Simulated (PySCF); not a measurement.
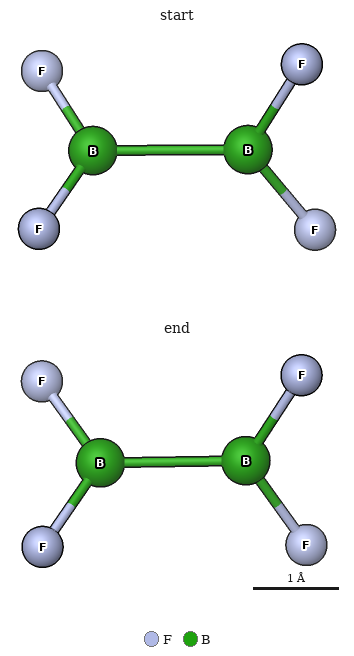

The structure of B$_{2}$F$_{4}$ before (top) and after (bottom) a relaxation, at one scale.

The picture is a ball-and-stick view, seen face on.

The start comes from GFN2-xTB. Its atoms were then displaced at random by about 0.03 Å.

Computed with PBE0-D3(BJ)/def2-SVP geometry optimisation, gas phase (PySCF 2.14.0, density-fitted response routines). 

What changed between the two?

Answer. The energy falls by 22.8 kJ/mol in 11 geometry steps. An F atom moves most after the best rigid fit: 0.13 Å. By element the largest moves are F 0.13 Å, B 0.09 Å. Near-neighbour distances that change, for instance: B–B 1.835 → 1.722 Å, B–F 1.272 → 1.317 Å, B–F 1.354 → 1.317 Å, B–F 1.332 → 1.317 Å. Among the angles between lasting bonds that change: F–B–F 121.8° → 117.0°, F–B–B 124.7° → 121.3°, B–B–F 118.7° → 121.9°. The run took 21 s on 1 thread of Arm Neoverse V1 (shared host).
